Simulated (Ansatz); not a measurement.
## A computed series for hypothetical P6_422 BAs: pressure series

Consider BAs (space group P6_422, No. 181; a hypothetical phase, not in the database extracts checked).

```yaml
crystal:
  lattice:
    - [3.45873, 0.00000, 0.00000]
    - [-1.72937, 2.99535, 0.00000]
    - [0.00000, 0.00000, 7.48182]
  atoms:
    - { symbol: B, position: [0.00000, 0.50000, 0.33333] }
    - { symbol: B, position: [0.50000, 0.50000, 0.66667] }
    - { symbol: B, position: [0.50000, 0.00000, 0.00000] }
    - { symbol: As, position: [0.00000, 0.50000, 0.83333] }
    - { symbol: As, position: [0.50000, 0.50000, 0.16667] }
    - { symbol: As, position: [0.50000, 0.00000, 0.50000] }
```

Cell and atoms are relaxed at each pressure.

Levels (all Ansatz, a program for electronic structure, PAW): PBE (420 eV, no spin-orbit coupling); PBEsol (420 eV, scalar-relativistic without spin-orbit coupling).

The base cell above is that of PBE; each level relaxes its own structures.

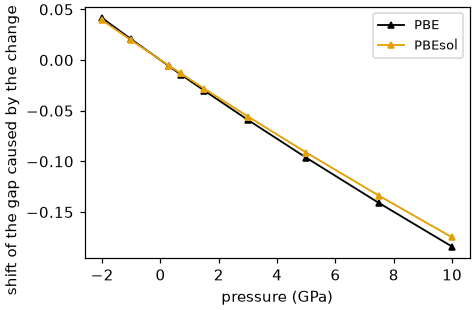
Fig. 1. Shift of the gap caused by the change under two levels

How do the two levels compare along the series?

The two levels differ by at most about 0.02 eV. They put the cases in the same order.

Load acts through the strain it causes; cell and atoms are relaxed under it. Whether these cells are dynamically stable was not tested. Competing high-pressure phases were not computed. The base started in P3_121 and relaxed to P6_422 at this level. The zero or small gap of BAs under pressure 0.7 GPa, BAs under pressure 1.5 GPa, BAs under pressure 3 GPa and BAs under pressure 5 GPa can change with the level of theory.
